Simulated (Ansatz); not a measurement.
**BN (F-43m): equation of state with a fit from a Python script**

Where is the equilibrium volume of BN (F-43m), and how stiff is it? Aim: an equation of state with a fit, for BN (F-43m), run from a script.

All numbers are computed with Ansatz 0.2.0, driven from Python. Level of theory: DFT PBE, plane waves, PAW.

## Step 1: Starting point

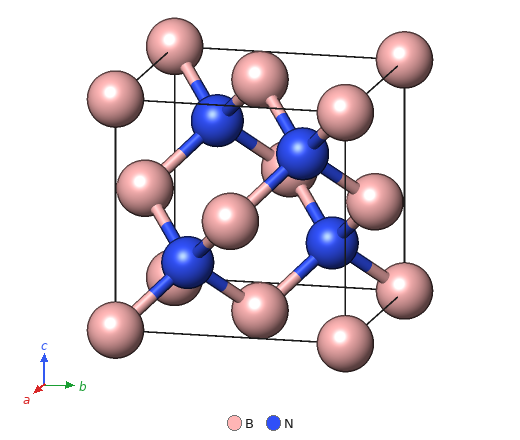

The starting structure, viewed slightly off an axis; boron pink, nitrogen blue. The cell is the conventional one. Atoms on cell faces are repeated.

No structure file is read: the coordinates are typed or built in the script.

## Step 2: Script

The input, eos_bn.py:

```python
"""Bulk modulus of BN from an E(V) curve."""

import warnings

import ansatz as az
from ase.eos import EquationOfState
from ase.units import GPa
import numpy as np

VECTORS = np.array([
    [0.0, 1.8075, 1.8075],
    [1.8075, 0.0, 1.8075],
    [1.8075, 1.8075, 0.0],
])
SITES = [
    ("B", (0.0, 0.0, 0.0)),
    ("N", (0.25, 0.25, 0.25)),
]


def make_crystal(cell):
    crystal = az.Crystal(lattice=az.Lattice.of(cell))
    for symbol, position in SITES:
        crystal = crystal.atom(symbol, position)
    return crystal

warnings.simplefilter("ignore", az.DeckWarning)

# scale the volume, keep shape and fractions
volumes, energies, pressures = [], [], []
for scale in np.linspace(0.9, 1.1, 9):
    cell = VECTORS * scale ** (1 / 3)
    setup = (
        make_crystal(cell).calculation()
        .functional("pbe")
        .occupations("fixed")
        .basis(500)
        .kpoints(9, 9, 9)
        .stress()
    )
    data = setup.run(threads=1).report
    volumes.append(abs(np.linalg.det(cell)) / len(SITES))
    energies.append(data["free_energy_ev"] / len(SITES))
    pressures.append(np.trace(data["stress_gpa"]) / 3)
    print(f"V = {volumes[-1]:8.4f} A^3/atom  F = {energies[-1]:.5f} eV/atom  P = {pressures[-1]:8.3f} GPa")

eos = EquationOfState(volumes, energies, eos="murnaghan")
v0, e0, bulk = eos.fit()
print(f"V0 = {v0:.4f} A^3/atom, E0 = {e0:.5f} eV/atom, B = {bulk / GPa:.1f} GPa")
```

## Step 3: Launch

The run is started by

```console
$ python eos_bn.py
```

The log of the run:

```text
V =   5.3147 A^3/atom  F = -271.04642 eV/atom  P =   51.924 GPa
V =   5.4623 A^3/atom  F = -271.08748 eV/atom  P =   37.478 GPa
V =   5.6099 A^3/atom  F = -271.11598 eV/atom  P =   24.642 GPa
V =   5.7576 A^3/atom  F = -271.13332 eV/atom  P =   13.225 GPa
V =   5.9052 A^3/atom  F = -271.14074 eV/atom  P =    3.066 GPa
V =   6.0528 A^3/atom  F = -271.13931 eV/atom  P =   -5.978 GPa
V =   6.2005 A^3/atom  F = -271.13002 eV/atom  P =  -14.032 GPa
V =   6.3481 A^3/atom  F = -271.11373 eV/atom  P =  -21.203 GPa
V =   6.4957 A^3/atom  F = -271.09119 eV/atom  P =  -27.588 GPa
V0 = 5.9536 A^3/atom, E0 = -271.14117 eV/atom, B = 370.7 GPa
```

It took 3 s on 1 thread of Intel Xeon 6975P-C (Granite Rapids), shared host; peak memory 0.35 GiB.

## Step 4: The engine's runs

From the records of these 9 runs:

```
run  volume (Å³/atom)  energy from run 5 (meV/atom)  pressure (GPa)  gap on the mesh (eV)  SCF cycles  CPU time (s)
  1             5.315                         94.32           51.92                  4.75           6          0.27
  2             5.462                         53.26           37.48                  4.72           6          0.23
  3             5.610                         24.76           24.64                  4.69           6          0.22
  4             5.758                          7.42           13.22                  4.66           6          0.23
  5             5.905                          0.00            3.07                  4.62           6          0.23
  6             6.053                          1.42           -5.98                  4.59           6          0.23
  7             6.200                         10.71          -14.03                  4.56           6          0.23
  8             6.348                         27.01          -21.20                  4.53           6          0.23
  9             6.496                         49.55          -27.59                  4.50           6          0.24
```

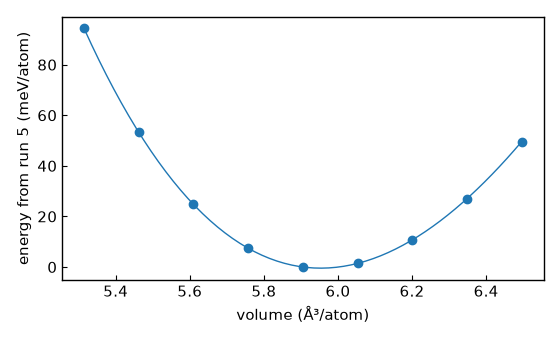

Energy against volume; the line is a third-order Birch-Murnaghan fit.

## Step 5: Summary of results

```
                      quantity           value
                 runs compared               9
               range of energy  94.32 meV/atom
lowest point, volume (Å³/atom)           5.905
      equilibrium volume (fit)    5.95 Å³/atom
            bulk modulus (fit)         372 GPa
```

In words: A third-order Birch-Murnaghan fit through the 9 points (the script's own form differs a little) has its minimum at 5.95 Å³ an atom, 0.8 % above the typed cell, with a bulk modulus of 372 GPa and dB/dP = 3.7. From that minimum the energy rises by 94.8 meV an atom on the compressed side and 50.0 meV on the expanded side. Caveats:
- Pressure is positive in compression.
